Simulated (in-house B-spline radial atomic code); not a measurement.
```
Z = 50
electrons = 46.0
configuration = [Kr] 4d10
hamiltonian = x2c
method = scan,scan
lmax = 9
rms_radius = 4.6519
spin_polarised = False
box_radius = 11.96
intervals = 68
```

Command:
```bash
python run_gw.py task.json out
```

All-electron spherical atom, scalar X2C, SCAN start, no spin-orbit coupling, Breit or QED terms; computed with a B-spline radial code. The quasi-particle equation is solved at full frequency; levels of low quasi-particle weight Z are left out.

Parts of the G₀W₀ correction to each level for Sn⁴⁺ (tin, Z = 50):

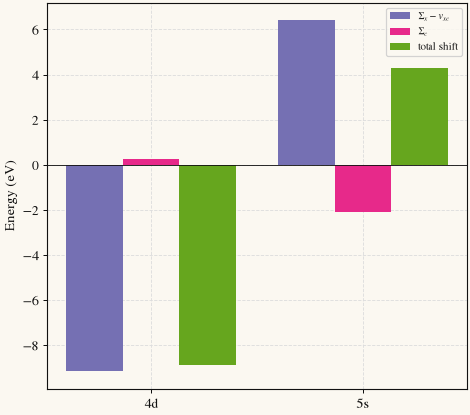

G₀W₀ moves the highest occupied level, 4d, from −68.17 to −77.06 eV (renormalisation factor Z = 0.95). The empty level 5s goes from −45.23 to −40.92 eV.

```
Level  Mean field (eV)  Σx − vxc (eV)  Σc (eV)     Z  G₀W₀ (eV)
   4d           −68.17          −9.15     0.26  0.95     −77.06
   5s           −45.23           6.40    −2.09  0.98     −40.92
```
